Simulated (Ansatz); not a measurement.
**Response to strain in Ag**

Take Ag in the fcc (Cu type) structure (space group Fm-3m, No. 225; a = 4.1483 Å; relaxed with 0.1 eV smearing) as the base.

Strains are applied to the cell and any free atomic positions relax.

All numbers come from Kohn–Sham DFT with the PBE functional, run in Ansatz (a first-principles code) with PAW and 420 eV plane waves, without spin-orbit coupling.

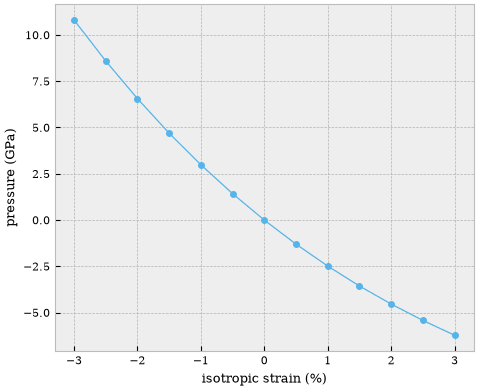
*Pressure against isotropic strain*

From the plot, what is the pressure for isotropic strain −0.50 %?

About 1 GPa.

Is the trend monotonic over the range shown?

Yes, it falls throughout, spanning -6.2 GPa to 10.8 GPa.

No phonon test of stability was made.
